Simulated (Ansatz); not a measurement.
# Single-point calculation of GaN2H4Br

The run: single-point calculation of GaN2H4Br, multiplicity 5, SMILES [NH2][Ga]([NH2])[Br]. Method and program: UKS PBE/aug-pcseg-2 (Ansatz 0.2.0).

Some settings of this run were made unusual or wrong on purpose. The geometry comes from this level: PBE0-D4/def2-TZVP. Figures and captions count atoms from 1; the log counts them from 0 in places.

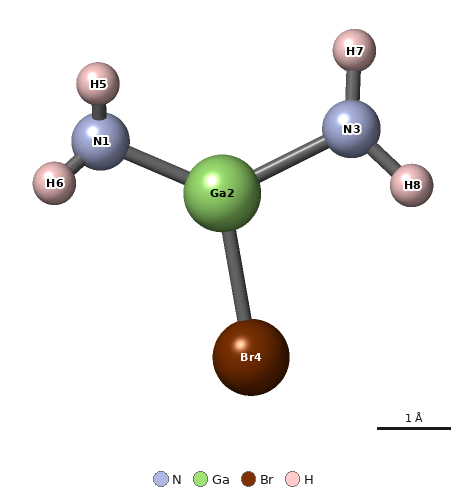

Fig. 1: The structure (ball-and-stick view, seen on its broad side; atoms are numbered from 1 in the order of the input). Sticks mark near contacts.

**Input**
```yaml
crystal:
  periodic: [false, false, false]
  atoms:
    - {symbol: N, position_ang: [-1.330952, 0.750092, -1.162843]}
    - {symbol: Ga, position_ang: [-0.387552, -0.254375, 0.040885]}
    - {symbol: N, position_ang: [1.579314, -0.398975, 0.338830]}
    - {symbol: Br, position_ang: [-1.381528, -1.722453, 1.511824]}
    - {symbol: H, position_ang: [-0.922940, 1.551446, -1.356293]}
    - {symbol: H, position_ang: [-2.202619, 0.850166, -0.950398]}
    - {symbol: H, position_ang: [2.249856, 0.128557, -0.333050]}
    - {symbol: H, position_ang: [1.788839, -1.005837, 1.293632]}
basis:
  gaussian: {orbitals: aug-pcseg-2, fitting: {mean_field: cc-pVTZ-jkfit}}
magnetization: {spin_polarized: true, initial_magnetization: 4}
hamiltonian: {xc: {name: PBE}}
scf: {lower_state_search: off}
output: {forces: true}
```

Command:
```bash
ansatz run in.yaml --threads 4 --pin off --events-out ev --progress --plain --max-ram 10444MiB
```

**What the program printed**
```
Functional definition: PBE
  name "PBE"
  cite "Perdew, Burke & Ernzerhof, Phys. Rev. Lett. 77, 3865 (1996) doi:10.1103/PhysRevLett.77.3865"
  parent pbe
  parameter kappa = 0.804
  parameter beta = 0.06672455060314922
  exchange = pbe_x(kappa = kappa, mu = beta*pi^2/3)
  correlation = pbe_c(beta = beta)
these checks for a lower state are left out or cut short: stability, starts, cluster_reference, orbital_swaps, neighbouring_geometries, increment
692 factors; integrals over basis functions are off by at most 7.8e-1 eV
mean field evaluation 1: about -125401.7328 eV, gradient 9.1e1 eV
mean field evaluation 2: about -124709.0410 eV, gradient 2.6e2 eV
mean field evaluation 4: about -125438.0323 eV, gradient 2.7e1 eV
mean field evaluation 8: about -125443.8073 eV, gradient 7.0e0 eV
mean field evaluation 16: about -125444.1757 eV, gradient 7.6e-2 eV
mean field -125444.17572037 eV, -4609.9884286072 hartree, gradient 5.7e-6 eV, S^2 6.005959; 0 other end points of the search recorded, 0 dependent functions left out
the calculation of the forces begins
reference -125444.17581286 eV, -4609.9884320064 hartree; 44, 40 occupied and 258, 262 virtual orbitals, 692 factors
Total energy: -125444.17581286 eV, -4609.9884320064 hartree
Atom 0 at    -1.330952     0.750092    -1.162843 Å, force     2.781724    -4.070166    -1.786691 eV/Å
Atom 1 at    -0.387552    -0.254375     0.040885 Å, force     1.404613    -0.786704     0.938112 eV/Å
Atom 2 at     1.579314    -0.398975     0.338830 Å, force     0.983985    -0.745811     1.122021 eV/Å
Atom 3 at    -1.381528    -1.722453     1.511824 Å, force    -0.958735    -1.121113     1.010587 eV/Å
Atom 4 at    -0.922940     1.551446    -1.356293 Å, force     2.505917     5.280114    -1.648354 eV/Å
Atom 5 at    -2.202619     0.850166    -0.950398 Å, force    -7.422463     0.868735     1.236813 eV/Å
Atom 6 at     2.249856     0.128557    -0.333050 Å, force     0.065404    -0.876740     1.173757 eV/Å
Atom 7 at     1.788839    -1.005837     1.293632 Å, force     0.639554     1.451684    -2.046246 eV/Å
Dipole moment:     0.079674     0.301269    -0.242144 e Å
Checks for a lower state left out: stability, starts, cluster_reference, orbital_swaps, neighbouring_geometries, increment
```

**What the run reported**

| quantity | value |
| --- | --- |
| outcome | converged |
| total energy | −125444.1758 eV |
| ⟨S²⟩ | 6.006 |
| largest force (length of the vector) | 7.575 eV/Å |
| dipole moment | 1.90 D |
| hardware | 4 threads of Arm Neoverse V1, 23 GiB of memory available, shared host |
| wall time | 5.5 s (CPU time 19 s) |
| peak memory | 0.56 GiB |

This input holds a deliberate fault: spin. The run converged all the same; its numbers are those of the faulty input and shouldn't be used.
